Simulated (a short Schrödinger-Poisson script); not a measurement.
Stack: MOS inversion layer, Si3N4 on p-type Ge(111), at 300 K.

| layer | material | thickness (nm) | Na (cm⁻³) |
|---|---|---|---|
| 1 | Si3N4 | 1.8 | - |
| 2 | Ge | 340 | 1.5e18 |

Constants are typed, rounded textbook-type inputs, not results; the design itself was drawn at random and stands for no fabricated device. Si3N4: permittivity 7.5, conduction-band edge (eV) 1.9, gap (eV) 5.1, electron mass (mₑ) 0.5. Ge: permittivity 16, conduction-band edge (eV) 0, gap (eV) 0.664, Nv at 300 K (cm⁻³) 6e18.

Channel valleys (confinement mass, in-plane density-of-states mass, number): L1 1.59, 0.08, 1; L3 0.09, 0.34, 3. At the gate the conduction-band edge of layer 1 lies 1.93 eV − eVg above the Fermi level of the channel; the field vanishes at the back. Gaps are held at their typed values at every temperature. Mesh 0.03 nm at interfaces.

From a short Schrödinger-Poisson script (our own, NumPy): 1D Poisson equation in equilibrium, electrons quantum, Hartree (BenDaniel-Duke, 12 states a valley, the channel's in-plane mass for all, wave functions ending at the dielectric), parabolic valleys, classical holes, full ionisation, no traps, pinning or gate leakage.

Only gate voltages with over 1e8 electrons/cm² are shown.

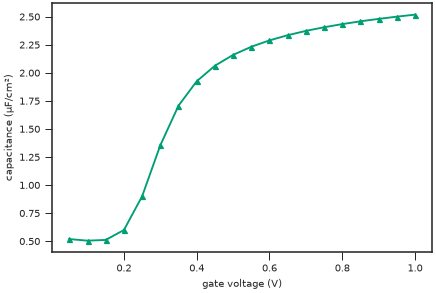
Figure: Quasi-static capacitance against gate voltage

| Vg (V) | electrons (cm⁻²) | C (μF/cm²) | L1 E0 (meV) | L1 E1 (meV) | L3 E0 (meV) | L3 E1 (meV) |
|---|---|---|---|---|---|---|
| 0.05 | 3.28e8 | 0.519 | 210.3 | 265.4 | 325.7 | 450.6 |
| 0.15 | 7.29e9 | 0.511 | 128.8 | 187.6 | 252.2 | 388.1 |
| 0.25 | 1.34e11 | 0.899 | 51.3 | 113.5 | 182.0 | 327.0 |
| 0.35 | 7.98e11 | 1.71 | -3.1 | 62.8 | 134.7 | 285.6 |
| 0.45 | 1.90e12 | 2.06 | -38.6 | 31.7 | 107.0 | 261.6 |
| 0.55 | 3.19e12 | 2.23 | -66.5 | 9.1 | 87.9 | 245.7 |
| 0.65 | 4.58e12 | 2.33 | -90.5 | -9.1 | 73.6 | 234.3 |
| 0.75 | 6.03e12 | 2.41 | -112.2 | -24.5 | 62.3 | 225.8 |
| 0.85 | 7.54e12 | 2.46 | -132.5 | -38.1 | 52.9 | 219.4 |
| 0.95 | 9.07e12 | 2.50 | -151.6 | -50.4 | 45.0 | 214.3 |

Subbands count from the Fermi level.

Only the L valleys are kept; under strong confinement the Δ valleys of Ge fill too.
